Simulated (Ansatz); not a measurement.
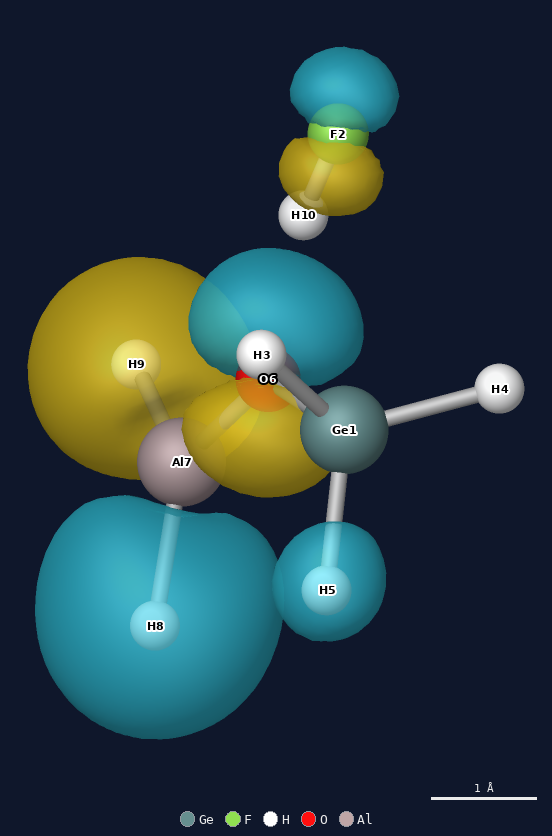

Figure. AlGeH5O···HF. The HOMO at ±0.1 Å⁻³ᐟ² (yellow and cyan are the two phases), seen at an oblique angle.

Method: RKS PBE-D4/def2-SVP (Ansatz 0.2.0).

Input file:

```
crystal:
  periodic: [false, false, false]
  atoms:
    - { symbol: Ge, position_ang: [-0.206596, -0.221181, -0.415567] }
    - { symbol: F, position_ang: [-0.278925, 1.021713, 2.190286] }
    - { symbol: H, position_ang: [0.81253, -0.968171, 0.473363] }
    - { symbol: H, position_ang: [0.092424, 1.287053, -0.555794] }
    - { symbol: H, position_ang: [-0.264711, -0.885612, -1.824842] }
    - { symbol: O, position_ang: [-1.837923, -0.403568, 0.294281] }
    - { symbol: Al, position_ang: [-3.333382, -1.217066, 0.017212] }
    - { symbol: H, position_ang: [-3.484289, -2.195063, -1.244115] }
    - { symbol: H, position_ang: [-4.478933, -0.905643, 1.084828] }
    - { symbol: H, position_ang: [-1.158696, 0.749337, 2.042647] }
basis:
  gaussian: { orbitals: def2-SVP }
hamiltonian:
  xc: pbe
  dispersion: d4
relax:
  f_tol: 0.03
  max_steps: 50
output:
  orbitals: {}
```

Command:

```sh
ansatz run input.yaml --threads 4 --pin off --max-ram 5120MiB --backend cpu --events-out ev --progress --plain --runs-dir out
```

The fields are those of the run's last geometry, not of the input's.

> Where does this orbital lie, and at what energy?

By Hirshfeld shares it lies mainly on H8 (about 25 %), Al7 (about 25 %), O6 (about 20 %) and H9 (about 20 %). Its energy is −7.31 eV.
